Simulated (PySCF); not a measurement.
SMILES O=Cc1ccc(O[SiH3])s1 (C₅H₆O₂SSi) at its GFN2-xTB optimised geometry (Å):

```
15

O     -2.5428    -2.9856    -0.0036
C     -1.3355    -3.0276    -0.0010
C     -0.4485    -1.8958     0.0000
C      0.9276    -1.8958     0.0000
C      1.4887    -0.6163     0.0000
C      0.5371     0.3757     0.0000
O      0.7746     1.6699    -0.0006
Si    -0.2420     2.9629     0.0026
S     -1.0710    -0.2653     0.0001
H     -0.7909    -3.9943    -0.0001
H      1.5091    -2.8006    -0.0001
H      2.5428    -0.4083     0.0000
H     -1.0883     2.9137    -1.1872
H      0.7797     3.9943    -0.0148
H     -1.0614     2.9270     1.2116
```

Method: B3LYP/def2-TZVP in PySCF 2.14.0.

Map of the electrostatic potential (hartree/e), clipped to [-0.08, 0.12] on the plane z = 1.2 Å:

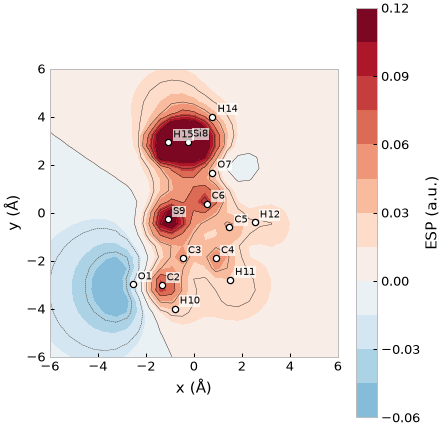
Figure. Electrostatic potential (hartree/e), clipped to [-0.08, 0.12] on the plane z = 1.2 Å.
